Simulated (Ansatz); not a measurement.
```yaml
atoms:
  - { symbol: O, position_ang: [-2.2381, -0.3945, -0.1974] }
  - { symbol: Ga, position_ang: [1.1144, -0.8374, 0.4697] }
  - { symbol: Cl, position_ang: [-0.8338, 0.3838, -0.2642] }
  - { symbol: H, position_ang: [1.8106, 0.6601, 0.0372] }
```

Geometry: PBE0-D4/def2-TZVPD.

These are results of RKS PBE0-D4/def2-TZVPPD (Ansatz), not measurements.

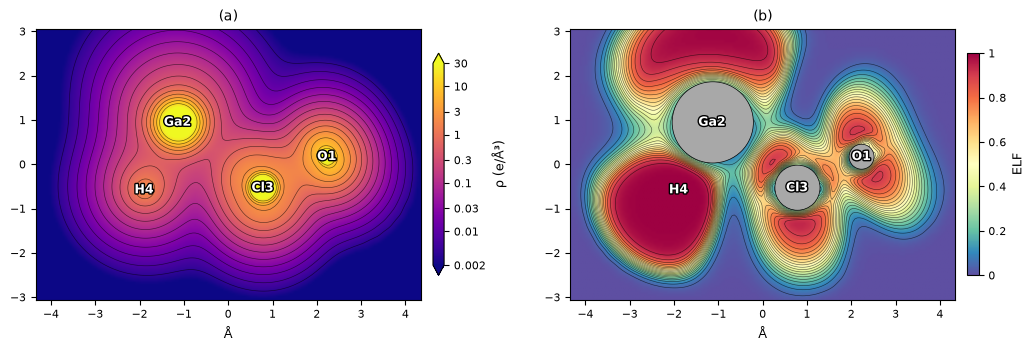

ClGaHO (charge −1). (a) total electron density; (b) ELF on the molecular plane. Grey discs cover the atomic cores in the ELF map.

Describe what can be read from this map.

- The section cuts through O, Ga, Cl and H sites.
- Cl–O (1.61 Å): the density is about 1.7 e/Å³ at the midpoint; the ELF peaks at about 0.75 between the atoms, as expected for a covalent bond.
- Ga–Cl (2.41 Å): ρ is about 0.44 e/Å³ halfway, with its minimum of 0.39 e/Å³ about 1.1 Å from Ga; the ELF peaks at about 0.90 in the valence shell of Cl, 0.8 Å from its nucleus, and is about 0.50 at the midpoint.
- Ga–H (1.71 Å): ρ at the midpoint is about 0.69 e/Å³; the ELF climbs to about 1 towards the hydrogen.
- The ELF also peaks beside Cl3 and O1, away from the bonds: lone-pair regions.
